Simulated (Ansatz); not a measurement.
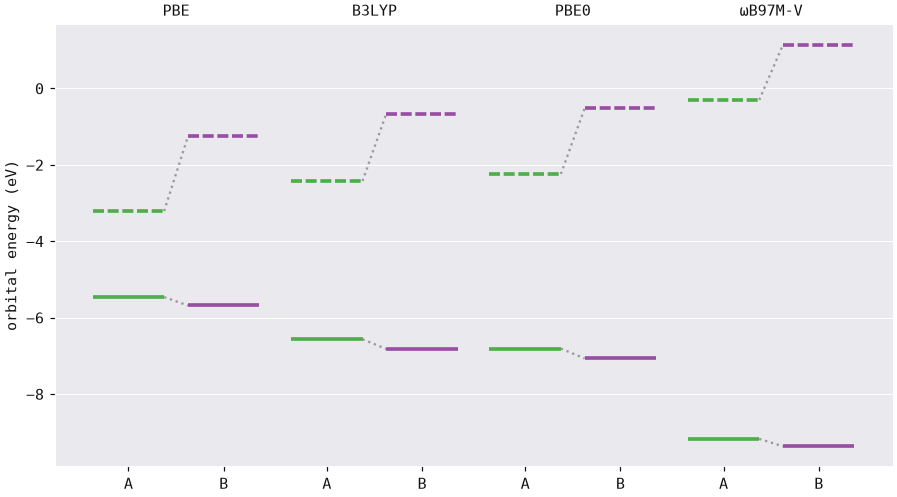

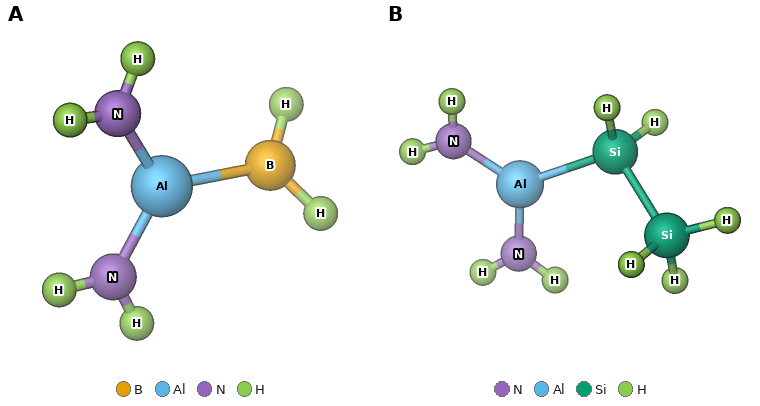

One change: A, AlBN₂H₆ (SMILES [BH2][Al]([NH2])[NH2]), becomes B, AlSi₂N₂H₉ (SMILES [NH2][Al]([NH2])[SiH2][SiH3]). BH₂ on Al is replaced by Si₂H₅. HOMO (solid) and LUMO (dashed) computed in def2-TZVPP at PBE0-D4/def2-TZVP geometries, both minima by their frequencies, gas phase, the Ansatz code. Empty levels above zero depend strongly on the basis.

What does the change do to HOMO and LUMO?

PBE: the HOMO falls by 0.22 eV, the LUMO rises by 1.96 eV, and the separation goes from 2.25 to 4.43 eV. B3LYP: the HOMO falls by 0.25 eV, the LUMO rises by 1.77 eV, and the separation goes from 4.14 to 6.16 eV. PBE0: the HOMO falls by 0.26 eV, the LUMO rises by 1.72 eV, and the separation goes from 4.57 to 6.55 eV. ωB97M-V: the HOMO falls by 0.20 eV, the LUMO rises by 1.45 eV, and the separation goes from 8.87 to 10.52 eV.

Do the functionals agree on the effect?

They agree on the direction for both levels; the HOMO shift lies between −0.26 and −0.20 eV and the LUMO shift between 1.45 and 1.96 eV, while the separations themselves differ by up to 6.6 eV between functionals.

Caveats: one conformer of each flexible molecule.
